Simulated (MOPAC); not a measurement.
## Si2NH5BrO: property calculation (part 2 of 2)

The same run, continued: Si2NH5BrO, multiplicity 2, SMILES N[Si](Br)O[SiH3]; PM7-HH, unrestricted, dispersion built in, COSMO solvent ethanol (MOPAC 23.2.5). The geometry: force field.

Geometry of the input (Å):
```
N  0.0000  0.0000  0.0000
Si 1.6657  0.0000  0.0000
Br 2.1975  2.1517  0.0000
O  2.1254  -0.6971  -1.4299
Si 3.4248  -1.2974  -2.1612
H  -0.3503  0.9400  0.1252
H  -0.2809  -0.1880  -1.0153
H  3.1296  -1.7566  -3.5466
H  4.5735  -0.2899  -2.2107
H  3.9010  -2.4619  -1.3848
```

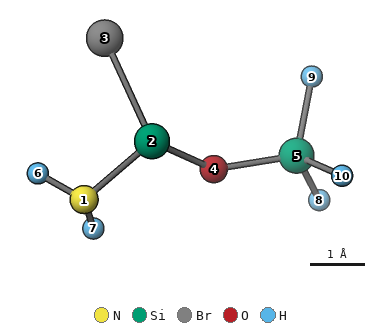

**Figure 1.** The structure (ball-and-stick view, seen at a tilt; atoms are numbered from 1 in the order of the input).

### Log, continued
```
  S   N    1   -0.0426    0.1010    0.1461   -0.0898   -0.0599    0.1317   -0.0211   -0.1582
  Px  N    1    0.1299    0.1467   -0.0962    0.0794   -0.0038   -0.2289    0.0117    0.3644
  Py  N    1   -0.0519   -0.3281   -0.0761    0.1461    0.0575   -0.2070   -0.0103    0.3945
  Pz  N    1   -0.1072    0.0193    0.3219   -0.1386   -0.1017    0.2446   -0.0678   -0.2955
  S  Si    2    0.0495    0.0810   -0.1921   -0.0864    0.0670    0.0347   -0.0016    0.0087
  Px Si    2   -0.1006    0.0574   -0.0551   -0.2090    0.0291    0.2190   -0.0197   -0.1853
  Py Si    2    0.2913   -0.0207   -0.3493    0.0583    0.0163    0.0417   -0.0094    0.0196
  Pz Si    2   -0.0684    0.1054   -0.0187   -0.0656    0.0935    0.1856    0.0808   -0.1189
  x2 Si    2    0.0323    0.0627    0.0451   -0.0137   -0.0404    0.0141    0.0025    0.0460
  xz Si    2    0.0151   -0.0592   -0.0695    0.0329    0.0381   -0.0041    0.0102    0.0411
  z2 Si    2    0.0672   -0.0556    0.0342    0.0267   -0.0312    0.0234    0.0240   -0.0072
  yz Si    2   -0.0645   -0.0428   -0.0101   -0.0070    0.0560    0.0412    0.0651    0.0110
  xy Si    2    0.0449    0.0366    0.0155   -0.0362   -0.0117    0.1035   -0.0332   -0.0280
  S  Br    3   -0.0860   -0.0196    0.1953    0.0318   -0.0471   -0.0431    0.0145    0.0205
  Px Br    3   -0.0406    0.0885    0.2151   -0.1909   -0.1122    0.5200   -0.3376    0.6791
  Py Br    3   -0.1887   -0.0797    0.5674    0.1932   -0.1873   -0.3524    0.1900    0.0946
  Pz Br    3   -0.0735   -0.0181   -0.0256   -0.0496    0.2162    0.3296    0.8608    0.2128
  x2 Br    3   -0.0052   -0.0052    0.0089    0.0052   -0.0013   -0.0069    0.0013    0.0017
  xz Br    3    0.0010   -0.0011   -0.0014    0.0006   -0.0011   -0.0016   -0.0019    0.0009
  z2 Br    3   -0.0014   -0.0008    0.0065    0.0014   -0.0019   -0.0004    0.0008   -0.0007
  yz Br    3    0.0046    0.0007    0.0020    0.0019   -0.0045   -0.0058   -0.0063    0.0006
  xy Br    3    0.0031   -0.0043   -0.0068    0.0040    0.0014   -0.0065    0.0021    0.0007
  S   O    4    0.0400   -0.1154    0.0442    0.0535    0.0031    0.0755    0.0080   -0.0392
  Px  O    4   -0.0440    0.6641   -0.0509   -0.1880   -0.1167   -0.2957    0.0962    0.1215
  Py  O    4    0.5544    0.1313    0.2453    0.0140   -0.4337    0.0426    0.2401   -0.0205
  Pz  O    4   -0.5177    0.1222    0.0298   -0.2454    0.1433   -0.1733    0.0367    0.0375
  S  Si    5    0.0403   -0.0827    0.0234    0.0179    0.0104   -0.0087   -0.0015    0.0090
  Px Si    5   -0.0156   -0.0040    0.1632    0.3315    0.1530    0.1477   -0.0066   -0.0547
  Py Si    5    0.2703    0.2778    0.2465    0.0866    0.4879   -0.0558   -0.0715    0.0195
  Pz Si    5   -0.2734    0.3223   -0.1675    0.4699   -0.1589    0.1304   -0.0172    0.0071
  x2 Si    5   -0.0085   -0.0367   -0.0007    0.0177    0.0773    0.0110   -0.0244   -0.0066
  xz Si    5    0.0424   -0.0340    0.0059    0.0109   -0.0512    0.0144    0.0124   -0.0026
  z2 Si    5   -0.0495    0.0014   -0.0114   -0.1198   -0.0086   -0.0552    0.0174    0.0133
  yz Si    5    0.0365    0.0265    0.0192   -0.0864    0.0168   -0.0357    0.0067    0.0097
  xy Si    5   -0.0380   -0.0107    0.0295   -0.0036    0.1283   -0.0123   -0.0303    0.0022
  S   H    6   -0.0921   -0.2238    0.0361    0.0368    0.0238   -0.0264   -0.0140    0.0760
  S   H    7    0.0497    0.0219   -0.1630    0.0342    0.0558   -0.0468    0.0436    0.0209
  S   H    8    0.1172   -0.2701    0.0495   -0.4559   -0.0196   -0.1604    0.0483    0.0246
  S   H    9    0.1145    0.0388    0.2162    0.2555    0.4195    0.0621   -0.0831   -0.0203
  S   H   10   -0.1718   -0.0871   -0.1485    0.2654   -0.3872    0.1395    0.0572   -0.0227

   Root No.      16        17        18        19        20        21        22        23

                16 A      17 A      18 A      19 A      20 A      21 A      22 A      23 A

                -1.646    -0.472     0.252     1.622     2.532     2.648     4.132     6.076

  S   N    1   -0.0918    0.0663    0.1361    0.1648    0.0249    0.0174   -0.3140   -0.0902
  Px  N    1    0.1912    0.0588    0.2925    0.2442    0.0185    0.0263   -0.0903    0.3037
  Py  N    1    0.1690   -0.0682    0.0265    0.0762    0.0010    0.0109   -0.1977    0.1098
  Pz  N    1   -0.1904   -0.0116    0.0355   -0.0717   -0.0006   -0.0057    0.2406    0.4427
  S  Si    2    0.2531    0.0382    0.2031   -0.2118   -0.0164   -0.0201    0.5322   -0.3689
  Px Si    2    0.2565    0.1549    0.6398    0.2798    0.0390    0.0414   -0.0617    0.1093
  Py Si    2   -0.3977    0.7002    0.0110   -0.1472    0.0310   -0.0445   -0.0335    0.0135
  Pz Si    2    0.7073    0.3005   -0.2997   -0.1853   -0.0354   -0.0371   -0.1733   -0.0189
  x2 Si    2    0.0099    0.0536    0.0753    0.0366   -0.0001    0.0122   -0.0188    0.0405
  xz Si    2    0.0362   -0.0138    0.0496    0.0029    0.0087    0.0113    0.0141   -0.0484
  z2 Si    2    0.0335    0.0483   -0.0495   -0.0580   -0.0135   -0.0067   -0.0077   -0.0025
  yz Si    2   -0.0089    0.0484   -0.0370   -0.0150    0.0090   -0.0098   -0.0514    0.0296
  xy Si    2   -0.0218   -0.0286    0.0044    0.0059   -0.0047    0.0055    0.0068    0.0028
  S  Br    3    0.0205   -0.1106   -0.0556    0.0471   -0.0051    0.0087   -0.0793    0.0496
  Px Br    3   -0.0431    0.0905   -0.0521   -0.0699   -0.0001   -0.0145    0.0585   -0.0284
  Py Br    3    0.0307    0.4333    0.2477   -0.1315    0.0109   -0.0182    0.1873   -0.0991
  Pz Br    3   -0.1558   -0.0828    0.0516    0.0265    0.0015    0.0060    0.0248   -0.0003
  x2 Br    3   -0.0028   -0.0065   -0.0077    0.0020   -0.0004    0.0000   -0.0041    0.0037
  xz Br    3   -0.0014   -0.0010    0.0014    0.0011    0.0003    0.0003    0.0009   -0.0005
  z2 Br    3   -0.0012   -0.0035   -0.0036    0.0012   -0.0001   -0.0002   -0.0042    0.0014
  yz Br    3   -0.0087   -0.0048    0.0041    0.0013    0.0002    0.0005    0.0022    0.0002
  xy Br    3   -0.0019    0.0031   -0.0052   -0.0042   -0.0002   -0.0013    0.0040   -0.0013
  S   O    4    0.0598    0.1669   -0.2048    0.1386    0.0064   -0.0046   -0.0893    0.0469
  Px  O    4   -0.0809   -0.0185   -0.1882    0.2391   -0.0494   -0.0658    0.1363   -0.0231
  Py  O    4    0.1688   -0.0635   -0.0872   -0.1293   -0.1334    0.0111   -0.1214    0.0197
  Pz  O    4   -0.0611    0.1753   -0.1739   -0.2076   -0.0017   -0.1325   -0.2050    0.0612
  S  Si    5   -0.0123   -0.0545    0.0710   -0.0941    0.0135   -0.0020    0.0756   -0.1006
  Px Si    5    0.0545    0.2061   -0.3191    0.5203    0.2924    0.2873    0.2154   -0.0452
  Py Si    5   -0.0014   -0.1259    0.1128   -0.3023    0.6043   -0.0756   -0.1011    0.0291
  Pz Si    5   -0.0324   -0.0717    0.1135   -0.3252   -0.0681    0.6046   -0.1058    0.0277
  x2 Si    5   -0.0032    0.0234   -0.0101    0.0585   -0.0176    0.0460    0.0336   -0.0057
  xz Si    5   -0.0023   -0.0378    0.0439   -0.0769    0.0262    0.0373   -0.0414    0.0153
  z2 Si    5    0.0019    0.0090   -0.0077   -0.0421    0.0791    0.0816   -0.0093   -0.0019
  yz Si    5    0.0072    0.0276   -0.0291    0.0301   -0.0518    0.1085    0.0217   -0.0078
  xy Si    5   -0.0313   -0.0039    0.0413   -0.0626   -0.1076    0.0182   -0.0357    0.0095
  S   H    6    0.0733   -0.1353   -0.0434   -0.0749   -0.0193   -0.0025    0.3407   -0.0231
  S   H    7    0.1256    0.0473   -0.1013   -0.1326   -0.0216   -0.0227    0.3222    0.6974
  S   H    8   -0.0101    0.0276   -0.0492   -0.1576    0.1530    0.5463   -0.1202    0.0792
  S   H    9   -0.0414    0.0054    0.0625   -0.0688   -0.5778   -0.1264   -0.1287    0.0680
  S   H   10    0.0257   -0.0632    0.0258   -0.1068    0.3730   -0.4234   -0.1298    0.0780

              NET ATOMIC CHARGES AND DIPOLE CONTRIBUTIONS

  ATOM NO.   TYPE          CHARGE      No. of ELECS.   s-Pop       p-Pop       d-Pop
    1          N          -0.604524        5.6045     1.61560     3.98892
    2         Si           0.398763        3.6012     0.71599     2.57482     0.31042
    3         Br          -0.130036        7.1300     1.90477     5.22309     0.00217
    4          O          -0.655569        6.6556     1.65188     5.00369
    5         Si           0.198959        3.8010     0.90942     2.68594     0.20568
    6          H           0.301185        0.6988     0.69881
    7          H           0.315727        0.6843     0.68427
    8          H           0.064965        0.9350     0.93504
    9          H           0.059306        0.9407     0.94069
   10          H           0.051225        0.9488     0.94878
 DIPOLE           X         Y         Z       TOTAL
 POINT-CHG.     0.705    -0.550    -0.999     1.341
 HYBRID        -0.574     0.222    -0.339     0.703
 SUM            0.130    -0.328    -1.337     1.383

          ATOMIC ORBITAL ELECTRON POPULATIONS

     Atom    s        px        py        pz      x^2-y^2     xz        z^2       yz        xy
    1  N   1.61560   1.27745   1.36422   1.34725
    2 Si   0.71599   0.85200   0.80200   0.92082   0.07379   0.06026   0.06276   0.04992   0.06368
    3 Br   1.90477   1.94010   1.34604   1.93695   0.00068   0.00005   0.00032   0.00043   0.00068
    4  O   1.65188   1.66462   1.77076   1.56831
    5 Si   0.90942   0.71627   0.99012   0.97955   0.03673   0.03646   0.04537   0.03006   0.05705
    6  H   0.69881
    7  H   0.68427
    8  H   0.93504
    9  H   0.94069
   10  H   0.94878

          SIGMA-PI BOND-ORDER MATRIX

                 S-SIGMA    P-SIGMA      P-PI     S-SIGMA    P-SIGMA      P-PI
                  N  1       N  1       N  1      Si  2      Si  2      Si  2
------------------------------------------------------------------------------
 S-SIGMA  N  1   0.457294
 P-SIGMA  N  1   0.000000   2.172476
   P-PI   N  1   0.000000   0.000000   0.159101
 S-SIGMA Si  2   0.065365   0.192096   0.000179   0.750779
 P-SIGMA Si  2   0.084461   0.530497   0.004247   0.000000   1.644455
   P-PI  Si  2   0.009576   0.000150   0.128504   0.000000   0.000000   0.402075
 D-SIGMA Si  2   0.000000   0.000000   0.000000   0.000000   0.000000   0.000000
   D-PI  Si  2   0.000000   0.000000   0.000000   0.000000   0.000000   0.000000
  D-DELL Si  2   0.000000   0.000000   0.000000   0.000000   0.000000   0.000000
 S-SIGMA Br  3   0.000036   0.001726   0.000138   0.031872   0.033610   0.000022
 P-SIGMA Br  3   0.001086   0.014292   0.003962   0.259402   0.503762   0.022193
   P-PI  Br  3   0.000731   0.002033   0.006124   0.000629   0.003907   0.077410
 D-SIGMA Br  3   0.000000   0.000000   0.000000   0.000000   0.000000   0.000000
   D-PI  Br  3   0.000000   0.000000   0.000000   0.000000   0.000000   0.000000
  D-DELL Br  3   0.000000   0.000000   0.000000   0.000000   0.000000   0.000000
 S-SIGMA  O  4   0.000383   0.004573   0.000999   0.056241   0.112337   0.000770
 P-SIGMA  O  4   0.000889   0.002655   0.001622   0.133240   0.348938   0.009405
   P-PI   O  4   0.001309   0.005370   0.010909   0.001677   0.007684   0.118806
 S-SIGMA Si  5   0.000001   0.000877   0.000068   0.003989   0.000750   0.000344
 P-SIGMA Si  5   0.000127   0.005760   0.000883   0.000066   0.007105   0.002753
   P-PI  Si  5   0.000009   0.000152   0.000028   0.000942   0.002348   0.000172
 D-SIGMA Si  5   0.000000   0.000000   0.000000   0.000000   0.000000   0.000000
   D-PI  Si  5   0.000000   0.000000   0.000000   0.000000   0.000000   0.000000
  D-DELL Si  5   0.000000   0.000000   0.000000   0.000000   0.000000   0.000000
 S-SIGMA  H  6   0.157746   0.704785   0.000563   0.000198   0.000000   0.015025
 S-SIGMA  H  7   0.135440   0.707377   0.000442   0.002905   0.000029   0.015516
 S-SIGMA  H  8   0.000000   0.000044   0.000277   0.001559   0.004734   0.000379
 S-SIGMA  H  9   0.000129   0.000083   0.000047   0.000148   0.000033   0.000484
 S-SIGMA  H 10   0.000006   0.000007   0.000109   0.000272   0.000011   0.000566

                 D-SIGMA      D-PI      D-DELL    S-SIGMA    P-SIGMA      P-PI
                 Si  2      Si  2      Si  2      Br  3      Br  3      Br  3
------------------------------------------------------------------------------
 D-SIGMA Si  2   0.000000
   D-PI  Si  2   0.000000   0.000000
  D-DELL Si  2   0.000000   0.000000   0.000000
 S-SIGMA Br  3   0.000000   0.000000   0.000000   0.068117
 P-SIGMA Br  3   0.000000   0.000000   0.000000   0.000000   0.833605
   P-PI  Br  3   0.000000   0.000000   0.000000   0.000000   0.000000   0.105078
 D-SIGMA Br  3   0.000000   0.000000   0.000000   0.000000   0.000000   0.000000
   D-PI  Br  3   0.000000   0.000000   0.000000   0.000000   0.000000   0.000000
  D-DELL Br  3   0.000000   0.000000   0.000000   0.000000   0.000000   0.000000
 S-SIGMA  O  4   0.000000   0.000000   0.000000   0.000017   0.001717   0.001045
 P-SIGMA  O  4   0.000000   0.000000   0.000000   0.000510   0.013164   0.001062
   P-PI   O  4   0.000000   0.000000   0.000000   0.000133   0.009723   0.006742
 S-SIGMA Si  5   0.000000   0.000000   0.000000   0.000000   0.000245   0.000078
 P-SIGMA Si  5   0.000000   0.000000   0.000000   0.000006   0.000643   0.000471
   P-PI  Si  5   0.000000   0.000000   0.000000   0.000012   0.001462   0.000263
 D-SIGMA Si  5   0.000000   0.000000   0.000000   0.000000   0.000000   0.000000
   D-PI  Si  5   0.000000   0.000000   0.000000   0.000000   0.000000   0.000000
  D-DELL Si  5   0.000000   0.000000   0.000000   0.000000   0.000000   0.000000
 S-SIGMA  H  6   0.000000   0.000000   0.000000   0.000016   0.000058   0.002885
 S-SIGMA  H  7   0.000000   0.000000   0.000000   0.000000   0.001016   0.001495
 S-SIGMA  H  8   0.000000   0.000000   0.000000   0.000004   0.000241   0.000027
 S-SIGMA  H  9   0.000000   0.000000   0.000000   0.000001   0.000059   0.000039
 S-SIGMA  H 10   0.000000   0.000000   0.000000   0.000012   0.000578   0.000138

                 D-SIGMA      D-PI      D-DELL    S-SIGMA    P-SIGMA      P-PI
                 Br  3      Br  3      Br  3       O  4       O  4       O  4
------------------------------------------------------------------------------
 D-SIGMA Br  3   0.000000
   D-PI  Br  3   0.000000   0.000000
  D-DELL Br  3   0.000000   0.000000   0.000000
 S-SIGMA  O  4   0.000000   0.000000   0.000000   0.377632
 P-SIGMA  O  4   0.000000   0.000000   0.000000   0.000000   0.982107
   P-PI   O  4   0.000000   0.000000   0.000000   0.000000   0.000000   0.258303
 S-SIGMA Si  5   0.000000   0.000000   0.000000   0.043059   0.092251   0.000020
 P-SIGMA Si  5   0.000000   0.000000   0.000000   0.152002   0.367881   0.005455
   P-PI  Si  5   0.000000   0.000000   0.000000   0.000388   0.000232   0.055542
 D-SIGMA Si  5   0.000000   0.000000   0.000000   0.000000   0.000000   0.000000
   D-PI  Si  5   0.000000   0.000000   0.000000   0.000000   0.000000   0.000000
  D-DELL Si  5   0.000000   0.000000   0.000000   0.000000   0.000000   0.000000
 S-SIGMA  H  6   0.000000   0.000000   0.000000   0.000589   0.001310   0.001719
 S-SIGMA  H  7   0.000000   0.000000   0.000000   0.000259   0.000005   0.002799
 S-SIGMA  H  8   0.000000   0.000000   0.000000   0.002499   0.000220   0.007302
 S-SIGMA  H  9   0.000000   0.000000   0.000000   0.000269   0.004401   0.012506
 S-SIGMA  H 10   0.000000   0.000000   0.000000   0.000485   0.004322   0.010606

                 S-SIGMA    P-SIGMA      P-PI     D-SIGMA      D-PI      D-DELL
                 Si  5      Si  5      Si  5      Si  5      Si  5      Si  5
------------------------------------------------------------------------------
 S-SIGMA Si  5   0.950275
 P-SIGMA Si  5   0.000000   2.575278
   P-PI  Si  5   0.000000   0.000000   0.072812
 D-SIGMA Si  5   0.000000   0.000000   0.000000   0.000000
   D-PI  Si  5   0.000000   0.000000   0.000000   0.000000   0.000000
  D-DELL Si  5   0.000000   0.000000   0.000000   0.000000   0.000000   0.000000
 S-SIGMA  H  6   0.000077   0.000774   0.000004   0.000000   0.000000   0.000000
 S-SIGMA  H  7   0.000140   0.000579   0.000035   0.000000   0.000000   0.000000
 S-SIGMA  H  8   0.275867   0.668547   0.005845   0.000000   0.000000   0.000000
 S-SIGMA  H  9   0.265083   0.680306   0.003713   0.000000   0.000000   0.000000
 S-SIGMA  H 10   0.267427   0.681921   0.001662   0.000000   0.000000   0.000000

                 S-SIGMA    S-SIGMA    S-SIGMA    S-SIGMA    S-SIGMA
                  H  6       H  7       H  8       H  9       H 10
------------------------------------------------------------------
 S-SIGMA  H  6   0.885840
 S-SIGMA  H  7   0.000039   0.868127
 S-SIGMA  H  8   0.000007   0.000035   0.969120
 S-SIGMA  H  9   0.000023   0.000014   0.000648   0.968831
 S-SIGMA  H 10   0.000021   0.000000   0.000884   0.000845   0.969870

                    (SZ)    =    0.500000
                    (S**2)  =    0.753926

          ATOMIC ORBITAL SPIN POPULATIONS

    Atom   Total    s     px     py     pz   x^2-y^2  xz     z^2    yz     xy
         Atomic
    1  N  0.1219  0.011  0.040  0.033  0.037
    2 Si  0.7982  0.131  0.064  0.169  0.434  0.000  0.001  0.001 -0.000 -0.001
    3 Br  0.0201  0.001 -0.000 -0.004  0.023  0.000 -0.000  0.000  0.000 -0.000
    4  O  0.0505  0.003  0.011  0.030  0.006
    5 Si -0.0051 -0.001 -0.002 -0.001 -0.001 -0.000 -0.000 -0.000 -0.000  0.000
    6  H  0.0021  0.002
    7  H  0.0104  0.010
    8  H -0.0001 -0.000
    9  H  0.0015  0.001
   10  H  0.0006  0.001

           MULLIKEN POPULATION ANALYSIS

        MULLIKEN POPULATIONS AND CHARGES

      NO.  ATOM   POPULATION      CHARGE
        1    N     5.985070     -0.985070
        2   Si     3.026415      0.973585
        3   Br     7.273018     -0.273018
        4    O     6.876478     -0.876478
        5   Si     3.543997      0.456003
        6    H     0.668822      0.331178
        7    H     0.669039      0.330961
        8    H     0.978955      0.021045
        9    H     0.983524      0.016476
       10    H     0.994683      0.005317

 *                    *
 * JOB ENDED NORMALLY *
 *                    *

 TOTAL JOB TIME:             0.05 SECONDS

 == MOPAC DONE ==
```

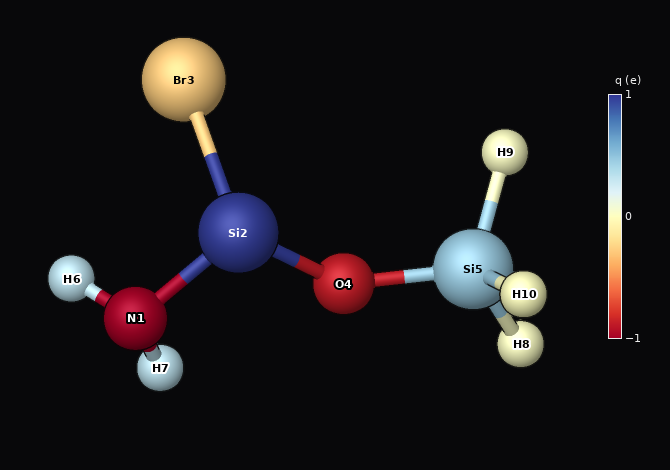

**Figure 2.** Mulliken charges, as the colour of each atom (ball-and-stick view, seen on its broad side; atoms are numbered from 1 in the order of the input). By element: N −0.99, Si +0.46 to +0.97, Br −0.27, O −0.88 and H +0.01 to +0.33 e.

### Results in brief

| quantity | value |
| --- | --- |
| outcome | converged |
| heat of formation | −98.96 kcal/mol |
| basis functions | 40 |
| ⟨S²⟩ | 0.754 |
| dipole moment | 1.38 D |
| peak memory | 0.077 GiB |

### Notes

MOPAC's energies along a path are heats of formation.
